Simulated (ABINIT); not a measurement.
# SiO2 (Stishovite): G0W0 with ABINIT, start to end

How does a plane-wave GW calculation on SiO2 (Stishovite) run from the first input to the gap?

Calculated with ABINIT 10.8.3; LDA and many-body steps on it, plane waves.

## (1) Starting point

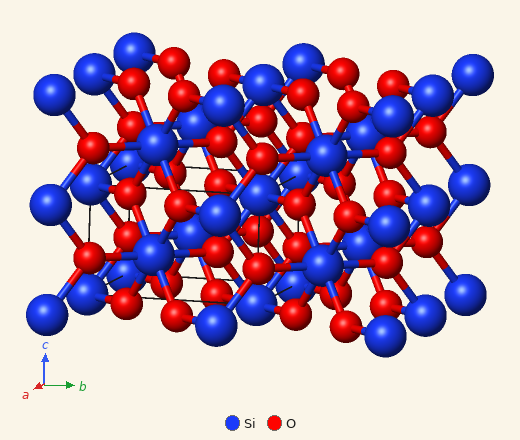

Start, viewed slightly off an axis; silicon blue, oxygen red. 2×2×2 cells are drawn. Some periodic images of atoms are drawn too.

The cell and positions come from the Crystallography Open Database and are kept as given unless a step says otherwise.

## (2) Ground state

This step: ABINIT 10.8.3; DFT, LDA, plane waves, norm-conserving pseudopotentials.

The ground-state density comes first.

File run.abi:

```
acell 3*1.0 Angstrom
rprim 
  4.177300000000 0.000000000000 0.000000000000
  0.000000000000 4.177300000000 0.000000000000
  0.000000000000 0.000000000000 2.665200000000
ntypat 2
znucl 14 8
natom 6
typat 1 1 2 2 2 2
xred 
  0.000000000000 0.000000000000 0.000000000000
  0.500000000000 0.500000000000 0.500000000000
  0.305900000000 0.305900000000 0.000000000000
  0.194100000000 0.805900000000 0.500000000000
  0.694100000000 0.694100000000 0.000000000000
  0.805900000000 0.194100000000 0.500000000000
pp_dirpath "pseudos"
pseudos "Si.upf, O.upf"
ecut 36
ngkpt 6 6 8
nshiftk 1
shiftk 0 0 0
kptopt 1
chksymbreak 0
nband 23
occopt 1
tolvrs 1e-10
nstep 60
prtwf 0
optforces 0
optstress 0
indata_prefix "in"
outdata_prefix "out"
tmpdata_prefix "tmp"
```

Command:

```console
OMP_NUM_THREADS=1 mpirun -n 4 abinit run.abi > log
```

Numbers of over 12 decimals in the logs are rounded to 6 here.

The program printed:

```text
.Version 10.8.3 of ABINIT. v10.8.2 released Aug 2026.

 Symmetries : space group P4_2/m n m (#136); Bravais tP (primitive tetrag.)
================================================================================
 Values of the parameters that define the memory need of the present run
     intxc =       0    ionmov =       0      iscf =       7    lmnmax =       6
     lnmax =       6     mgfft =      45  mpssoang =       3    mqgrid =    3001
     natom =       6  nloc_mem =       1    nspden =       1   nspinor =       1
    nsppol =       1      nsym =      16    n1xccc =    2501    ntypat =       2
    occopt =       1   xclevel =       1
-    mband =          23        mffmem =           1         mkmem =          13
       mpw =        3254          nfft =       60750          nkpt =          50
================================================================================
  Rough estimation (10% accuracy) of disk space for files :
================================================================================

--------------------------------------------------------------------------------
------------- Echo of variables that govern the present computation ------------
--------------------------------------------------------------------------------
 -outvars: echo values of preprocessed input variables --------
            acell      1.8897261259E+00  1.8897261259E+00  1.8897261259E+00 Bohr

      chksymbreak           0
             ecut      3.60000000E+01 Hartree
-          fftalg         312

              ixc       -1012
              kpt      0.00000000E+00  0.00000000E+00  0.00000000E+00
                       1.66666667E-01  0.00000000E+00  0.00000000E+00
                       3.33333333E-01  0.00000000E+00  0.00000000E+00
                       5.00000000E-01  0.00000000E+00  0.00000000E+00
                       1.66666667E-01  1.66666667E-01  0.00000000E+00
                       3.33333333E-01  1.66666667E-01  0.00000000E+00
                       5.00000000E-01  1.66666667E-01  0.00000000E+00
                       3.33333333E-01  3.33333333E-01  0.00000000E+00
                       5.00000000E-01  3.33333333E-01  0.00000000E+00
   [... 39 further rows ...]
                       5.00000000E-01  3.33333333E-01  5.00000000E-01
                       5.00000000E-01  5.00000000E-01  5.00000000E-01
         kptrlatt        6    0    0      0    6    0      0    0    8
          kptrlen      4.02919846E+01
P           mkmem          13
            natom           6
            nband          23
            ngfft          45      45      30
             nkpt          50
            nstep          60
             nsym          16
           ntypat           2
              occ      2.000000  2.000000  2.000000  2.000000  2.000000  2.000000
                       2.000000  2.000000  2.000000  2.000000  2.000000  2.000000
                       2.000000  2.000000  2.000000  2.000000  0.000000  0.000000
                       0.000000  0.000000  0.000000  0.000000  0.000000
        optforces           0
        optstress           0
            prtwf           0
            rprim      4.1773000000E+00  0.0000000000E+00  0.0000000000E+00
[...]
spgroup         136

           tolvrs      1.00000000E-10

             xred      0.0000000000E+00  0.0000000000E+00  0.0000000000E+00
[...]
znucl       14.00000    8.00000

================================================================================

 chkinp: Checking input parameters for consistency.

================================================================================
== DATASET  1 ==================================================================
-   mpi_nproc: 4, omp_nthreads: 1 (-1 if OMP is not activated)

--- !DatasetInfo
iteration_state: {dtset: 1, }
dimensions: {natom: 6, nkpt: 50, mband: 23, nsppol: 1, nspinor: 1, nspden: 1, mpw: 3254, }
cutoff_energies: {ecut:  36.0, pawecutdg:  -1.0, }
electrons: {nelect:   3.20000000E+01, charge:   0.00000000E+00, occopt:   1.00000000E+00, tsmear:   1.00000000E-02, }

 Real(R)+Recip(G) space primitive vectors, cartesian coordinates (Bohr,Bohr^-1):
 R(1)=  7.8939529  0.0000000  0.0000000  G(1)=  0.1266792  0.0000000  0.0000000
 R(2)=  0.0000000  7.8939529  0.0000000  G(2)=  0.0000000  0.1266792  0.0000000
 R(3)=  0.0000000  0.0000000  5.0364981  G(3)=  0.0000000  0.0000000  0.1985507
 Unit cell volume ucvol=  3.1384682E+02 bohr^3
 Angles (23,13,12)=  9.00000000E+01  9.00000000E+01  9.00000000E+01 degrees

 getcut: wavevector=  0.0000  0.0000  0.0000  ngfft=  45  45  30
         ecut(hartree)=     36.000   => boxcut(ratio)=   2.06368

--- Pseudopotential description ------------------------------------------------
- Si Generated using ONCVPSP code by D. R. Hamann
- 14.00000   4.00000  180309                  znucl, zion, pspdat
12 -1012 2 -1 1510                            pspcod,pspxc,lmax,lloc,mmax
     nproj     2     2     2
  pspatm : epsatm=    6.67003958
         --- l  ekb(1:nproj) -->
[...]
pspatm: atomic psp has been read  and splines computed

- O Generated using ONCVPSP code by D. R. Hamann
-  8.00000   6.00000  201201                  znucl, zion, pspdat
12 -1012 2 -1 926                             pspcod,pspxc,lmax,lloc,mmax
     nproj     2     2     1
  pspatm : epsatm=    6.27558587
         --- l  ekb(1:nproj) -->
[...]
2   -1.033686
 pspatm: atomic psp has been read  and splines computed

   1.23015752E+03                                ecore*ucvol(ha*bohr**3)
--------------------------------------------------------------------------------

_setup2: Arith. and geom. avg. npw (full set) are    3237.045    3237.034

================================================================================

--- !BeginCycle
iteration_state: {dtset: 1, }
solver: {iscf: 7, nstep: 60, nline: 4, wfoptalg: 0, }
tolerances: {tolvrs: 1.00E-10, }

     iter   Etot(hartree)      deltaE(h)  residm     vres2
 ETOT  1  -74.574082170560    -7.457E+01 7.773E-02 5.587E+02
 ETOT  2  -74.658371315383    -8.429E-02 1.081E-02 4.428E+02
 ETOT  3  -74.871182289738    -2.128E-01 1.023E-02 1.196E+00
 ETOT  4  -74.871995329520    -8.130E-04 4.173E-03 2.931E-03
 ETOT  5  -74.871996855987    -1.526E-06 2.695E-03 8.528E-05
 ETOT  6  -74.871996874258    -1.827E-08 3.241E-03 4.683E-06
 ETOT  7  -74.871996875687    -1.429E-09 1.163E-03 5.668E-08
 ETOT  8  -74.871996875694    -6.679E-12 1.063E-03 2.378E-09
 ETOT  9  -74.871996875695    -8.384E-13 2.165E-04 1.989E-11

 At SCF step    9       vres2   =  1.99E-11 < tolvrs=  1.00E-10 =>converged.

--- !ResultsGS
iteration_state: {dtset: 1, }
comment   : Summary of ground state results
lattice_vectors:
- [  7.8939529,   0.0000000,   0.0000000, ]
- [  0.0000000,   7.8939529,   0.0000000, ]
- [  0.0000000,   0.0000000,   5.0364981, ]
lattice_lengths: [   7.89395,    7.89395,    5.03650, ]
lattice_angles: [ 90.000,  90.000,  90.000, ] # degrees, (23, 13, 12)
lattice_volume:   3.1384682E+02
convergence: {deltae: -8.384E-13, res2:  1.989E-11, residm:  2.165E-04, diffor:  0.000E+00, }
etotal    :  -7.48719969E+01
entropy   :   0.00000000E+00
fermie    :   2.55733456E-01
cartesian_stress_tensor: null
pressure_GPa: null
xred      :
- [  0.0000E+00,   0.0000E+00,   0.0000E+00, Si]
- [  5.0000E-01,   5.0000E-01,   5.0000E-01, Si]
- [  3.0590E-01,   3.0590E-01,   0.0000E+00,  O]
- [  1.9410E-01,   8.0590E-01,   5.0000E-01,  O]
- [  6.9410E-01,   6.9410E-01,   0.0000E+00,  O]
- [  8.0590E-01,   1.9410E-01,   5.0000E-01,  O]
cartesian_forces: null
force_length_stats: {min: null, max: null, mean: null, }

 Integrated electronic density in atomic spheres:
 ------------------------------------------------
 Atom  Sphere_radius  Integrated_density
[...]
================================================================================

 ----iterations are completed or convergence reached----

 Mean square residual over all n,k,spin=   22.566E-07; max=  21.645E-05
 reduced coordinates (array xred) for    6 atoms
[...]
0.500000000000      0.500000000000      0.500000000000
       0.305900000000      0.305900000000      0.000000000000
       0.194100000000      0.805900000000      0.500000000000
       0.694100000000      0.694100000000      0.000000000000
       0.805900000000      0.194100000000      0.500000000000
 rms dE/dt=  0.0000E+00; max dE/dt=  0.0000E+00; dE/dt below (all hartree)
    1       0.000000000000      0.000000000000      0.000000000000
    2       0.000000000000      0.000000000000      0.000000000000
    3       0.000000000000      0.000000000000      0.000000000000
    4       0.000000000000      0.000000000000      0.000000000000
    5       0.000000000000      0.000000000000      0.000000000000
    6       0.000000000000      0.000000000000      0.000000000000

 cartesian coordinates (angstrom) at end:
    1      0.000000     0.000000     0.000000
    2      2.088650     2.088650     1.332600
    3      1.277836     1.277836     0.000000
    4      0.810814     3.366486     1.332600
    5      2.899464     2.899464     0.000000
    6      3.366486     0.810814     1.332600
 length scales=  1.889726125908  1.889726125908  1.889726125908 bohr
              =  1.000000000000  1.000000000000  1.000000000000 angstroms
 prteigrs : about to open file out_EIG
 Fermi (or HOMO) energy (hartree) =   0.25573   Average Vxc (hartree)=  -0.46525
 Eigenvalues (hartree) for nkpt=  50  k points:
 kpt#   1, nband= 23, wtk=  0.00347, kpt=  0.0000  0.0000  0.0000 (reduced coord)
  -0.56576   -0.42781   -0.42781   -0.41921   -0.14497    0.01654    0.01654    0.02162
   0.05541    0.06533    0.13850    0.13850    0.16186    0.22251    0.22251    0.25573
   0.46391    0.49441    0.56462    0.56462    0.65152    0.67745    0.77280
 prteigrs : prtvol=0 or 1, do not print more k-points.

--- !EnergyTerms
iteration_state     : {dtset: 1, }
comment             : Components of total free energy in Hartree
kinetic             :  4.92346763472169E+01
hartree             :  1.54984140199668E+01
xc                  : -2.01468743477233E+01
Ewald energy        : -6.39508232852962E+01
psp_core            :  3.91961118920178E+00
local_psp           : -4.91705168750106E+01
non_local_psp       : -1.02564839240502E+01
total_energy        : -7.48719968756948E+01
total_energy_eV     : -2.03737082599241E+03
band_energy         : -1.78300074818771E+00

== END DATASET(S) ==============================================================
================================================================================

 -outvars: echo values of variables after computation  --------
           etotal     -7.4871996876E+01
            nband          23
             nkpt          50
          spgroup         136
 [... the other variables as echoed above ...]

 Calculation completed.
```

It took 30 s on 4 MPI ranks of Arm Neoverse V2, shared host; peak memory 0.33 GiB.

This step gave:

- total energy: -2037.3708 eV
- gap: 5.665 eV
- k of the valence top: 0, 0, 0
- k of the conduction bottom: 0, 0, 0
- least direct gap: 5.665 eV

The gap is direct, at Γ.

[end of part 1 of 3]

[Paths, hosts, dates, memory and timing lines, banners, echoed tables and standing remarks are left out of the program output.]

[Logs are printed without paths, hosts, clocks, repeated set-up lines and the standing remarks that a program may print on its own settings, such as how far it seeks lower states.]

[Runs of the session that timed out or met a known fault of the program may be left out.]

[Hosts, paths, dates, database ids (printed as entryN), source tags and the programs' standing remarks are cut or masked in the printed files.]

[G0W0 gaps are taken among the corrected bands and points alone; a level outside them can change the order at an edge.]

[Where Ansatz stands beside ABINIT at settings called matched, ABINIT's density can come from a denser mesh and the files from another edition; pairs whose starting gaps differed by over 0.03 eV were left out, so agreement reads better than it is.]
